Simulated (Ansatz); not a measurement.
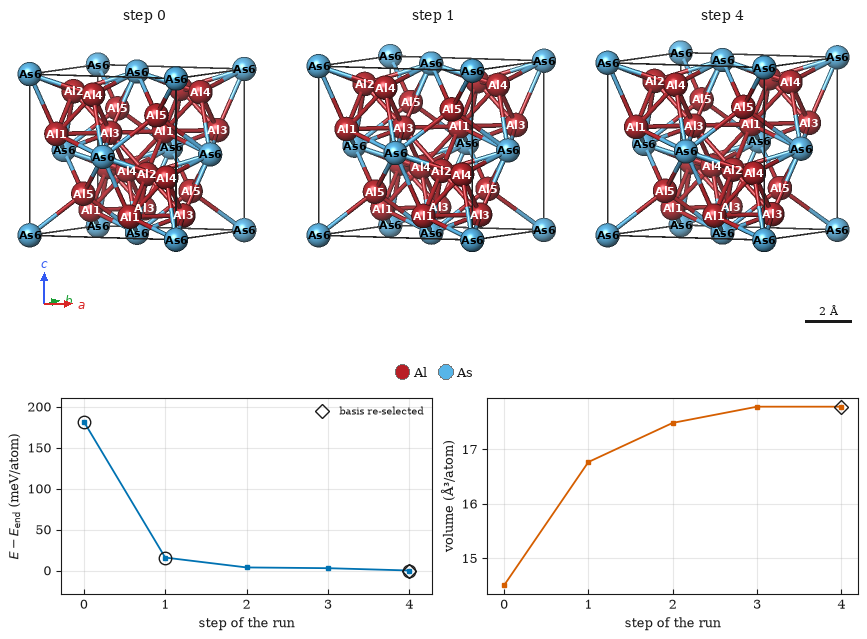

Frames of a relaxation of solid Al5As (a generated structure, set up in F-43m) (coarse preliminary run), marked on the history of the run. A ball-and-stick model of the conventional cell (4 times the calculation's cell), seen from a free direction. Lengths and directions refer to the drawn axes.

The calculation used DFT PBE, scalar-relativistic, plane waves, PAW in Ansatz 0.2.0. Settings: plane-wave cutoff 420 eV; k-point mesh 4 × 4 × 4; occupations gaussian; smearing width 0.1 eV; no spin polarisation; cell and atoms relaxed; force threshold 0.04 eV/Å; at most 70 steps.

Q: Describe the path.

A: The energy falls by 182 meV per atom in 3 accepted moves (4 points after the start). The largest force component goes from 0.26 to 0.00089 eV/Å. The pressure goes from 21.16 to 0.14 GPa. At 1 point the geometry stayed and the basis and grid were re-selected for the new cell (energy shift of 2.8 meV per atom at most each time). The largest moves relative to the cell, 0.012 Å, are those of Al1, Al2, Al3 and Al4. Al4 goes along [1 −1 1]. As stays in place. The drawn cell changes as follows: a = b = c 7.034 → 7.529 Å (+7.0 %); the volume changes by +22.6 %. Near-neighbour distances that change, for instance: Al5–As6 3.046 → 3.260 Å, Al1–As6 2.916 → 3.123 Å, Al1–Al2 2.487 → 2.681 Å, Al1–Al2 (another image) 2.487 → 2.643 Å. The space group stays F-43m (No. 216). The run took 10 s on 1 thread of Arm Neoverse V1, with other jobs on the host, peak memory 0.32 GiB. From step 0 to 1: volume +15.6 %, energy −166 meV per atom. From step 1 to 4: volume +6.1 %, energy −15.8 meV per atom.

```json
{"step": "0", "E − E(0), meV/atom": "0.00", "largest force component, eV/Å": "0.2628", "pressure, GPa": "21.16", "volume, Å³/atom": "14.501", "note": ""}
{"step": "1", "E − E(0), meV/atom": "-166.06", "largest force component, eV/Å": "0.0422", "pressure, GPa": "4.41", "volume, Å³/atom": "16.765", "note": ""}
{"step": "2", "E − E(0), meV/atom": "-178.11", "largest force component, eV/Å": "0.0063", "pressure, GPa": "1.13", "volume, Å³/atom": "17.484", "note": ""}
{"step": "3", "E − E(0), meV/atom": "-179.01", "largest force component, eV/Å": "0.0003", "pressure, GPa": "-0.05", "volume, Å³/atom": "17.781", "note": ""}
{"step": "4", "E − E(0), meV/atom": "-181.85", "largest force component, eV/Å": "0.0009", "pressure, GPa": "0.14", "volume, Å³/atom": "17.781", "note": "same geometry, new basis"}
```
